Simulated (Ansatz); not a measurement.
**C2HClFIn (SMILES C#[C][In]([F])[Cl]): levels of theory compared**

We compute a comparison of 6 runs (HF/def2-SVP, CAM-B3LYP/def2-SVP, PBE-QIDH/def2-SVP, PBE/def2-SVP, SVWN5/def2-SVP, revPBE/def2-SVP) of C2HClFIn. 

The calculation is run with Ansatz 0.2.0.

117 further runs of the same task are left out: 1 that didn't finish, 116 set aside as unsound or not needed.

**1. The structure to begin with**

C2HClFIn: 6 atoms, total charge 0, spin state singlet. SMILES: `C#[C][In]([F])[Cl]`. The In3–Cl5 distance was set to 2.981 Å, away from the relaxed value.

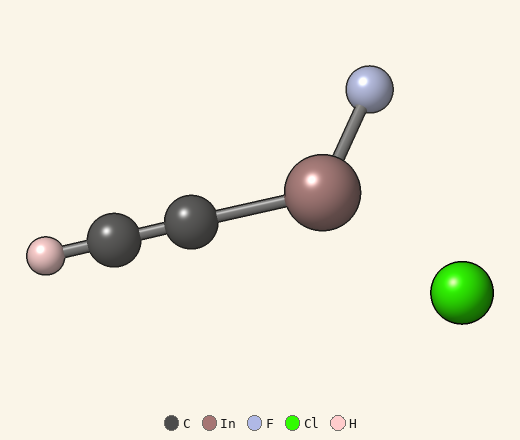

Viewed from a chosen angle; carbon dark grey, indium brown, fluorine light blue, chlorine green, hydrogen pink.

**2. A single-point energy at HF/def2-SVP (core potential) (run 1)**

input.yaml

```yaml
crystal:
  periodic: [false, false, false]
  atoms:
    - symbol: C
      position_ang: [1.119318, -0.045235, 2.269623]
    - symbol: C
      position_ang: [0.469918, -0.265435, 1.277523]
    - symbol: In
      position_ang: [-0.624782, -0.621235, -0.415877]
    - symbol: F
      position_ang: [-1.742582, -2.192135, -0.554877]
    - symbol: Cl
      position_ang: [-0.759200, 1.049500, -2.880900]
    - symbol: H
      position_ang: [1.692518, 0.146865, 3.148723]
basis:
  gaussian:
    orbitals: def2-SVP
hamiltonian:
  xc: hf
accuracy: high
output:
  orbitals: {seedname: orbitals}
```

On the command line:

```
$ ansatz run input.yaml --threads 1 --pin off --max-ram 3480MiB --events-out events.jsonl --progress --plain --runs-dir runs
```

What it wrote:

```text
Warning: RAYON_NUM_THREADS=1 ignored (pool sized by the plan → 1); use --threads N
Functional definition: HF
  name "HF"
  exchange = exact_x
  correlation = 0
1913 factors; integrals over basis functions are off by at most 1.5e-8 eV
mean field evaluation 1: about -22421.7825 eV, gradient 3.9e1 eV
mean field evaluation 2: about -22421.8944 eV, gradient 3.9e1 eV
mean field evaluation 4: about -22425.8149 eV, gradient 3.5e0 eV
mean field evaluation 8: about -22425.8797 eV, gradient 3.9e-1 eV
mean field evaluation 16: about -22425.8808 eV, gradient 2.1e-7 eV
mean field -22425.88076591 eV, -824.1359173393 hartree, gradient 1.6e-8 eV, S^2 0.000000; 0 other end points of the search recorded, 0 dependent functions left out
reference -22425.88076591 eV, -824.1359173393 hartree; 30, 30 occupied and 61, 61 virtual orbitals, 1913 factors
Total energy: -22425.88076591 eV, -824.1359173393 hartree
```

Run time: 3.3 s. Hardware: 1 thread of Arm Neoverse V2, shared host; peak memory 0.26 GiB.

**3. The energy at CAM-B3LYP/def2-SVP (core potential) (run 2)**

in.yaml

```yaml
crystal:
  periodic: [false, false, false]
  atoms:
    - {symbol: C, position_ang: [1.119318, -0.045235, 2.269623]}
    - {symbol: C, position_ang: [0.469918, -0.265435, 1.277523]}
    - {symbol: In, position_ang: [-0.624782, -0.621235, -0.415877]}
    - {symbol: F, position_ang: [-1.742582, -2.192135, -0.554877]}
    - {symbol: Cl, position_ang: [-0.759200, 1.049500, -2.880900]}
    - {symbol: H, position_ang: [1.692518, 0.146865, 3.148723]}
basis:
  gaussian:
    orbitals: def2-SVP
hamiltonian:
  xc: {name: CAM-B3LYP}
accuracy: high
output: {orbitals: {seedname: orbitals}}
```

On the command line:

```
$ ansatz run in.yaml --threads 1 --pin off --max-ram 3480MiB --events-out events.jsonl --progress --plain --runs-dir runs
```

What it wrote:

```text
Warning: RAYON_NUM_THREADS=1 ignored (pool sized by the plan → 1); use --threads N
Functional definition: CAM-B3LYP
  name "CAM-B3LYP"
  parameter alpha = 0.19
  parameter beta = 0.46
  parameter omega = 0.33/bohr
  parameter ac = 0.81
  exchange = (1 - alpha - beta)*b88_x + beta*b88_x_sr(omega) + alpha*exact_x + beta*exact_x_lr(omega)
  correlation = (1 - ac)*vwn5_c + ac*lyp_c
1913 factors; integrals over basis functions are off by at most 1.5e-8 eV
436 factors; integrals over basis functions are off by at most 2.5e-9 eV
mean field evaluation 1: about -22485.6623 eV, gradient 5.1e1 eV
mean field evaluation 2: about -22481.4647 eV, gradient 7.5e1 eV
mean field evaluation 4: about -22491.9773 eV, gradient 2.7e0 eV
mean field evaluation 8: about -22492.0882 eV, gradient 4.2e-1 eV
mean field evaluation 16: about -22492.0887 eV, gradient 1.2e-4 eV
mean field -22492.08866499 eV, -826.5690127531 hartree, gradient 8.8e-8 eV, S^2 0.000000; 0 other end points of the search recorded, 0 dependent functions left out
reference -22492.08868567 eV, -826.5690135133 hartree; 30, 30 occupied and 61, 61 virtual orbitals, 1913 factors
Total energy: -22492.08868567 eV, -826.5690135133 hartree
```

Wall time 11 s (1 thread of Arm Neoverse V2, shared host); peak memory 0.36 GiB.

Runs 3 to 5 aren't shown in full; the table further down has their settings and results.

**4. The energy at revPBE/def2-SVP (core potential) (run 6)**

molecule.yaml

```yaml
crystal:
  periodic: [false, false, false]
  atoms:
    - symbol: C
      position_ang: [1.119318, -0.045235, 2.269623]
    - symbol: C
      position_ang: [0.469918, -0.265435, 1.277523]
    - symbol: In
      position_ang: [-0.624782, -0.621235, -0.415877]
    - symbol: F
      position_ang: [-1.742582, -2.192135, -0.554877]
    - symbol: Cl
      position_ang: [-0.759200, 1.049500, -2.880900]
    - symbol: H
      position_ang: [1.692518, 0.146865, 3.148723]
basis:
  gaussian:
    orbitals: def2-SVP
hamiltonian:
  xc: {name: revPBE}
output:
  orbitals: {seedname: orbitals}
accuracy: high
```

On the command line:

```
$ ansatz run molecule.yaml --threads 1 --pin off --max-ram 3480MiB --events-out events.jsonl --progress --plain --runs-dir runs
```

What it wrote:

```text
Warning: RAYON_NUM_THREADS=1 ignored (pool sized by the plan → 1); use --threads N
Functional definition: revPBE
  name "revPBE"
  parameter kappa = 1.245
  parameter beta = 0.06672455060314922
  exchange = pbe_x(kappa = kappa, mu = beta*pi^2/3)
  correlation = pbe_c(beta = beta)
1913 factors; integrals over basis functions are off by at most 1.5e-8 eV
mean field evaluation 1: about -22481.9817 eV, gradient 6.2e1 eV
mean field evaluation 2: about -22423.8882 eV, gradient 1.6e2 eV
mean field evaluation 4: about -22490.5442 eV, gradient 2.3e1 eV
mean field evaluation 8: about -22492.1279 eV, gradient 7.7e-1 eV
mean field evaluation 16: about -22492.1240 eV, gradient 7.0e-5 eV
mean field -22492.12396511 eV, -826.5703100084 hartree, gradient 2.2e-8 eV, S^2 0.000000; 0 other end points of the search recorded, 0 dependent functions left out
reference -22492.12397048 eV, -826.5703102060 hartree; 30, 30 occupied and 61, 61 virtual orbitals, 1913 factors
Total energy: -22492.12397048 eV, -826.5703102060 hartree
```

Wall time 6.6 s (1 thread of Arm Neoverse V2, shared host); peak memory 0.23 GiB.

**5. All runs side by side**

```csv
run,level,frozen core orbitals,energy (Eh),HOMO energy (eV),LUMO energy (eV),HOMO–LUMO gap (eV),wall time
1,HF/def2-SVP (core potential),–,-824.135917,-10.96,-0.37,10.59,3.3 s
2,CAM-B3LYP/def2-SVP (core potential),–,-826.569014,-9.07,-2.69,6.37,11 s
3,PBE-QIDH/def2-SVP (core potential),12,-825.860244,-9.93,-1.98,7.94,12 s
4,PBE/def2-SVP (core potential),–,-826.274512,-6.35,-4.44,1.91,6.9 s
5,SVWN5/def2-SVP (core potential),–,-823.506937,-6.50,-4.71,1.79,4.5 s
6,revPBE/def2-SVP (core potential),–,-826.570310,-6.30,-4.35,1.96,6.6 s
```

**6. What came out**

| quantity | value |
| --- | --- |
| run 6: total energy | -826.57031 Eh |
| run 6: HOMO energy | -6.30 eV |
| run 6: LUMO energy | -4.35 eV |
| run 6: HOMO–LUMO gap | 1.96 eV |

The HOMO–LUMO gap runs from 1.79 eV (SVWN5/def2-SVP) to 10.59 eV (HF/def2-SVP). Exact exchange widens orbital gaps. Totals of different functionals can't be ranked against each other. All runs together took 44 s, the longest 12 s.
